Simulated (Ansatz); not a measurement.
# SiCl2 (SMILES Cl[Si]Cl) at MP2/cc-pVTZ

What is the vertical singlet–triplet gap of SiCl2 at MP2/cc-pVTZ? 

The calculation is run with Ansatz 0.2.0.

37 further runs of the same task are left out: 1 that didn't finish, 36 set aside as unsound or not needed.

### Step 1. Starting point

The species is SiCl2 (3 atoms), meant as a singlet with charge 0. As SMILES, `Cl[Si]Cl`. The coordinates come from a PBE0-D4/def2-TZVP relaxation.

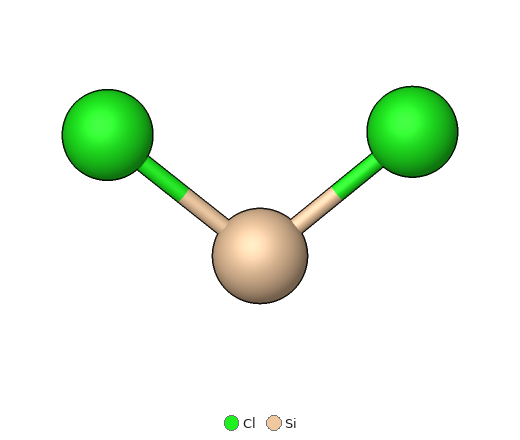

Viewed from a chosen angle; chlorine green, silicon light orange.

### Step 2. The energy at MP2/cc-pVTZ

File run.yaml:

```yaml
crystal:
  periodic: [false, false, false]
  atoms:
    - {symbol: Cl, position_ang: [0.293800, 1.603800, 0.338000]}
    - {symbol: Si, position_ang: [-0.770100, -0.010400, -0.422000]}
    - {symbol: Cl, position_ang: [0.476300, -1.593400, 0.084000]}
basis:
  gaussian: {orbitals: cc-pVTZ}
correlation: {method: mp2, frozen_orbitals: {Cl: 5, Si: 5}}
accuracy: high
```

Launch:

```console
$ ansatz run run.yaml --threads 1 --pin off --max-ram 3480MiB --events-out events.jsonl --progress --plain --runs-dir runs
```

The program printed:

```text
Warning: RAYON_NUM_THREADS=1 ignored (pool sized by the plan → 1); use --threads N
Functional definition: HF
  name "HF"
  exchange = exact_x
  correlation = 0
1569 factors; integrals over basis functions are off by at most 3.2e-9 eV
mean field evaluation 1: about -32871.5206 eV, gradient 1.6e1 eV
mean field evaluation 2: about -32871.7719 eV, gradient 1.7e1 eV
mean field evaluation 4: about -32872.8190 eV, gradient 1.5e0 eV
mean field evaluation 8: about -32872.8568 eV, gradient 1.2e-1 eV
mean field evaluation 16: about -32872.8570 eV, gradient 9.9e-9 eV
mean field -32872.85698031 eV, -1208.0552120036 hartree, gradient 6.6e-8 eV, S^2 0.000000; 0 other end points of the search recorded, 0 dependent functions left out; unrestricted orbitals would lower it
15 core orbitals not correlated: weight in the atoms' cores, before any rotation towards them, 1.000 or more for the frozen orbitals, at most 0.000 for the correlated occupied ones
reference -32872.85698031 eV, -1208.0552120036 hartree; 9, 9 occupied and 78, 78 virtual orbitals, 1569 factors
second order -12.79692752 eV of doubles, -0.00000000 eV of singles
Total energy: -32885.65390783 eV, -1208.5254904159 hartree
```

Run time: 3.6 s. Hardware: 1 thread of Arm Neoverse V1, shared host; peak memory 0.24 GiB.

### Step 3. The triplet, same level

File input.yaml:

```yaml
crystal:
  periodic: [false, false, false]
  atoms:
    - symbol: Cl
      position_ang: [0.293800, 1.603800, 0.338000]
    - symbol: Si
      position_ang: [-0.770100, -0.010400, -0.422000]
    - symbol: Cl
      position_ang: [0.476300, -1.593400, 0.084000]
basis:
  gaussian:
    orbitals: cc-pVTZ
accuracy: high
magnetization:
  spin_polarized: true
  initial_magnetization: 2
correlation:
  method: mp2
  frozen_orbitals: {Cl: 5, Si: 5}
```

Launch:

```console
$ ansatz run input.yaml --threads 1 --pin off --max-ram 3480MiB --events-out events.jsonl --progress --plain --runs-dir runs
```

The program printed:

```text
Warning: RAYON_NUM_THREADS=1 ignored (pool sized by the plan → 1); use --threads N
Functional definition: HF
  name "HF"
  exchange = exact_x
  correlation = 0
1569 factors; integrals over basis functions are off by at most 3.2e-9 eV
mean field evaluation 1: about -32869.3219 eV, gradient 1.1e1 eV
mean field evaluation 2: about -32869.6072 eV, gradient 1.2e1 eV
mean field evaluation 4: about -32871.0296 eV, gradient 2.4e0 eV
mean field evaluation 8: about -32871.1733 eV, gradient 3.9e-1 eV
mean field evaluation 16: about -32871.1792 eV, gradient 1.6e-5 eV
mean field -32871.17919580 eV, -1207.9935545603 hartree, gradient 5.1e-8 eV, S^2 2.006994; 0 other end points of the search recorded, 0 dependent functions left out
15 core orbitals not correlated: weight in the atoms' cores, before any rotation towards them, 1.000 or more for the frozen orbitals, at most 0.000 for the correlated occupied ones
reference -32871.17919580 eV, -1207.9935545603 hartree; 10, 8 occupied and 77, 79 virtual orbitals, 1569 factors
second order -12.08311062 eV of doubles, -0.00000000 eV of singles
Total energy: -32883.26230642 eV, -1208.4376006853 hartree
```

Wall time 4.5 s (1 thread of Arm Neoverse V1, shared host); peak memory 0.32 GiB.

### Step 4. What came out

At MP2/cc-pVTZ, 15 core orbitals frozen:

| quantity | value |
| --- | --- |
| singlet: total energy | -1208.52549 Eh |
| singlet: correlation energy (15 core orbitals frozen) | -470.3 mEh |
| triplet: total energy | -1208.43760 Eh |
| triplet: correlation energy (15 core orbitals frozen) | -444.0 mEh |
| triplet: ⟨S²⟩ of the reference determinant | 2.007 |
| vertical energy of the triplet above the singlet | 2.392 eV |

In words: At this shape the triplet lies 2.39 eV (231 kJ/mol) above the singlet. The restricted solution (singlet) is unstable to spin breaking: an unrestricted one lies lower.
